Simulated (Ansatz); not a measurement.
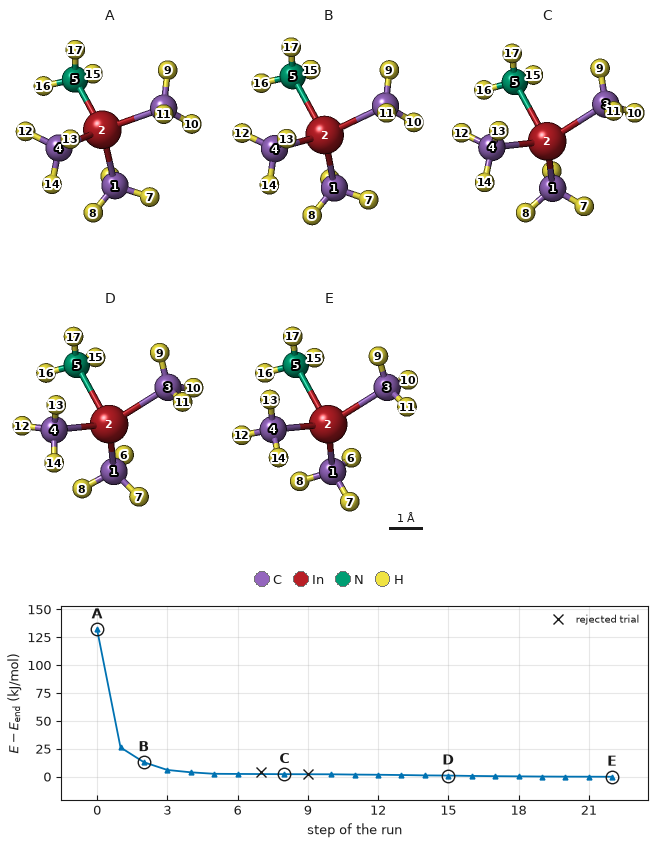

Frames of a relaxation of C$_{3}$H$_{12}$InN (coarse preliminary run), marked on the history of the run. The picture is a ball-and-stick view, seen from a free direction.

The start comes from a force field.

These are results of RKS PBE-D4/def2-SVP (Ansatz 0.2.0), not measurements.

The input:
```yaml
crystal:
  periodic: [false, false, false]
  atoms:
    - {symbol: C, position_ang: [-0.995700, 0.825300, -1.700400]}
    - {symbol: In, position_ang: [-0.021300, -0.001800, 0.014900]}
    - {symbol: C, position_ang: [2.049200, 0.624300, -0.006600]}
    - {symbol: C, position_ang: [-0.059400, -2.172500, -0.091700]}
    - {symbol: N, position_ang: [-0.934000, 0.659100, 1.763700]}
    - {symbol: H, position_ang: [-1.758000, 1.661000, -1.366100]}
    - {symbol: H, position_ang: [-0.270700, 1.333100, -2.387100]}
    - {symbol: H, position_ang: [-1.556800, 0.090700, -2.259200]}
    - {symbol: H, position_ang: [2.353000, 1.047900, 1.045700]}
    - {symbol: H, position_ang: [2.234300, 1.405000, -0.742700]}
    - {symbol: H, position_ang: [2.714500, -0.252200, -0.198500]}
    - {symbol: H, position_ang: [-0.783500, -2.546800, 0.731600]}
    - {symbol: H, position_ang: [0.831500, -2.586200, 0.029700]}
    - {symbol: H, position_ang: [-0.562700, -2.472600, -1.059100]}
    - {symbol: H, position_ang: [-1.053300, 1.688400, 1.758000]}
    - {symbol: H, position_ang: [-1.869100, 0.256500, 1.902200]}
    - {symbol: H, position_ang: [-0.337200, 0.440400, 2.605900]}
basis:
  gaussian: {orbitals: def2-SVP}
hamiltonian: {xc: pbe, dispersion: d4}
relax: {f_tol: 0.03, max_steps: 200}
```

Command:
```bash
ansatz run in.yaml --threads 4 --pin off --events-out ev --progress --plain --max-ram 11315MiB
```

### What happens along the run?

The largest moves after the best rigid fit, 0.94 Å, are those of H8 and H13. By element the largest moves are H 0.94 Å, In 0.48 Å, C 0.19 Å, N 0.11 Å. Some distances before and after: In2–N5 2.080 → 2.456 Å, C4–H13 0.990 → 1.110 Å, C1–H6 1.180 → 1.110 Å, C1–In2 2.139 → 2.205 Å. Among the angles between lasting bonds that change: C1–In2–N5 110.6° → 95.7°, C3–In2–N5 109.7° → 95.6°, C1–In2–C3 108.4° → 119.0°. The energy falls by 132.1 kJ/mol in 20 accepted moves (22 points after the start). Largest force component: 6.6 eV/Å at the start, 0.023 eV/Å at the end. The line search rejected the trial steps at points 7, 9 of the run. The forces were under the threshold at step 5, but the run went on from there. The run took 45 s on 4 threads of Arm Neoverse V1, with other jobs on the host. From step 0 to 2: In2 moves most (0.23 Å), energy −119.0 kJ/mol. From step 2 to 8: H atoms move most (0.34 Å), energy −10.7 kJ/mol. From step 8 to 15: H atoms move most (0.35 Å), energy −1.25 kJ/mol. From step 15 to 22: H atoms move most (0.31 Å), energy −1.07 kJ/mol.
